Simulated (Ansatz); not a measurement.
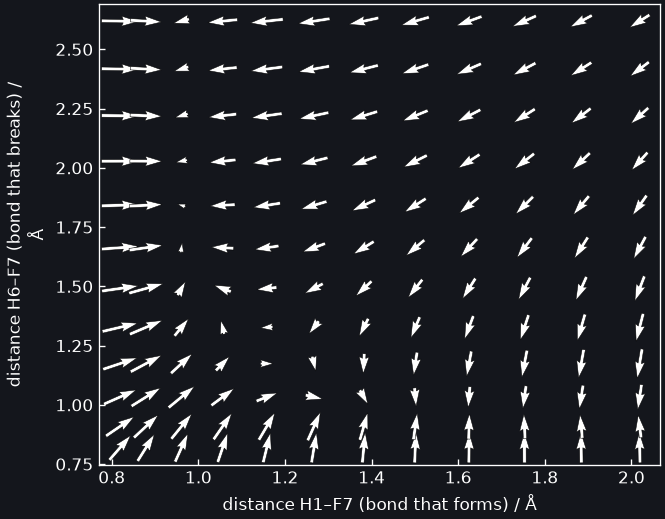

The reacting system CH3FOS (one molecule; an intramolecular shuttled-shift). First axis: distance H1–F7 (bond that forms). Second axis: distance H6–F7 (bond that breaks). Relaxed at each point: all other coordinates. Grid: 12 × 12 points. Points are written as (first, second). The reference is spin-restricted, so regions where a bond is pulled apart into radicals lie too high. Computed with Ansatz, RKS PBE0-D4/def2-SVP.

In the figure: arrows along the force (downhill), their lengths compressed.

The arrows alone are given. Where are the wells?

The arrows converge at about (0.950 Å, 1.920 Å); about (1.61 Å, 0.97 Å) (0.030 eV up) (read from the interpolated surface).

The energy map of the same scan:

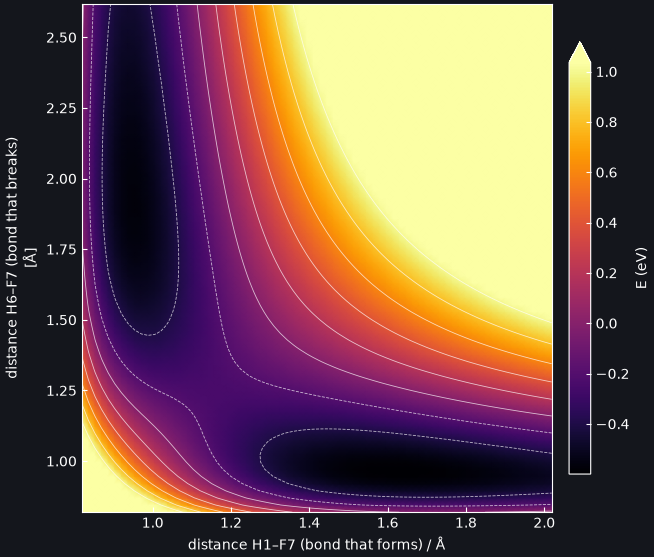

Energies are in eV, from a guessed transition structure relaxed with its forming and breaking bonds held; between grid points the surface is interpolated.
